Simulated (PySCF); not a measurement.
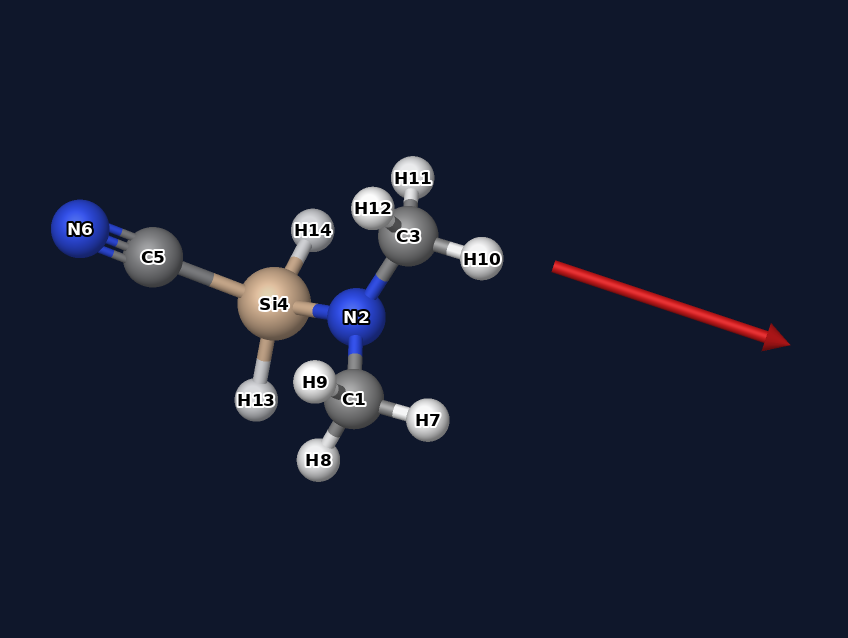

The arrow beside the molecule shows the direction of the dipole moment, from the negative to the positive end (its length means nothing). The computed structure is the end point of a GFN2-xTB optimisation. No frequency run is at hand to confirm it as a minimum. Properties computed with PBE0/pcSseg-1, gas phase (PySCF 2.14.0).

How large is the dipole moment?

3.98 D; it points from the side of N6 to the side of H7, H10 (the outermost atoms at the two ends).

The geometry is semi-empirical. Around Si such bond lengths and angles can be off by a tenth of an ångström or more and by several degrees, and values that hang on the shape move with them.
